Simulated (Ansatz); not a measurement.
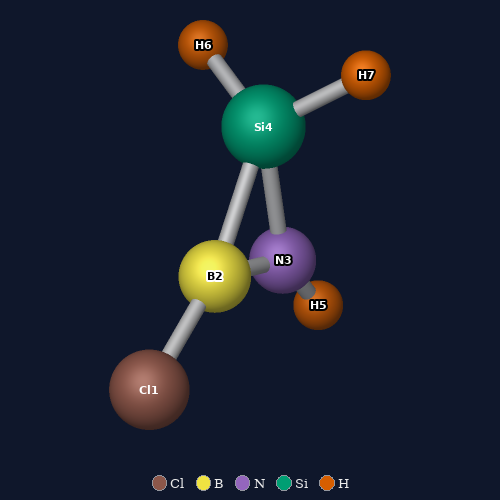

The system is BClH₃NSi (SMILES ClB1N[SiH2]1) with the probe H2O; the picture shows it without the atoms that are moved over the map. The probe is moved over a plane parallel to the molecule's main plane, 3.52 Å above it. Coordinates scanned: (1) x of the probe's O atom; (2) y of the probe's O atom. Nothing is relaxed (molecule and probe rigid, the probe upright with O nearest the plane). The scan uses a 15 × 13 grid. Energies are in meV, from the lowest grid point. Computed with Ansatz 0.2.0, RKS PBE0-D4/def2-SVPD.

Range: x of the probe's O atom from −3.78 to 3.78 Å; y of the probe's O atom from −3.24 to 3.24 Å.

Predict the map.

Answer. The lowest grid point is at x of the probe's O atom = 0.00 Å, y of the probe's O atom = 0.00 Å. The bottom of the well lies between grid points, at about x of the probe's O atom = 0.26 Å, y of the probe's O atom = −0.21 Å, about 1.7 meV lower on the interpolated surface. It is the only kind of minimum in the scanned range. The highest grid point, x of the probe's O atom = −3.24 Å, y of the probe's O atom = −3.24 Å, lies 84 meV above the lowest. Near the minimum the curvatures are about 0.025 and 0.038 eV/Å² along the soft and the stiff direction.

```csv
"y of the probe's O atom ↓, x of the probe's O atom →",−3.78,−3.24,−2.70,−2.16,−1.62,−1.08,−0.54,0.00,0.54,1.08,1.62,2.16,2.70,3.24,3.78
3.24,78,77,74,68,61,52,43,36,31,30,32,37,43,50,55
2.70,78,77,73,67,58,48,38,30,25,24,26,31,37,45,52
2.16,78,76,72,65,55,42,32,25,20,18,20,24,31,39,47
1.62,76,75,72,64,52,37,25,19,16,14,14,18,25,33,42
1.08,75,75,73,66,51,33,19,13,11,10,12,16,22,30,38
0.54,73,75,76,70,53,31,13,5,4,7,15,23,28,30,35
0.00,73,76,78,73,57,32,11,0,0,9,27,42,42,36,34
−0.54,73,76,79,75,59,36,14,1,1,15,42,61,57,41,33
−1.08,75,77,79,75,62,42,22,10,9,22,48,66,59,41,32
−1.62,77,78,79,75,65,49,34,24,20,27,43,54,49,38,34
−2.16,80,80,80,77,69,58,47,38,32,32,37,41,39,37,38
−2.70,82,82,82,79,74,66,58,50,43,39,38,38,38,40,44
−3.24,83,84,83,82,78,72,66,59,53,48,45,43,44,47,51
```

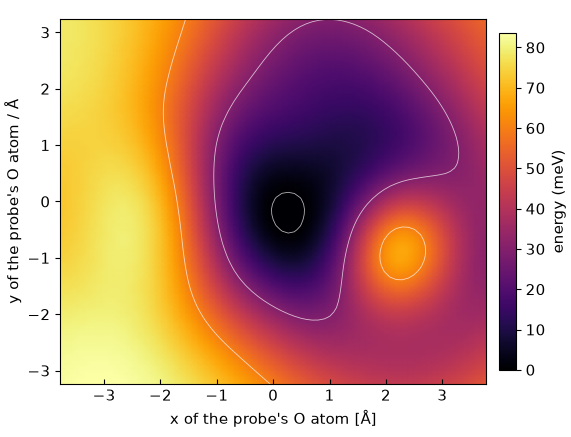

In the figure: a smooth colour map with a few white contour lines. Between grid points the surface is interpolated.

Each point was launched as `ansatz run input.yaml --threads 1 --pin off --max-ram 2560MiB --backend cpu --events-out ev --progress --plain --runs-dir out`. Time for the 195 points that were run: 27 min on 1 thread of Arm Neoverse V2, with other jobs on the host.
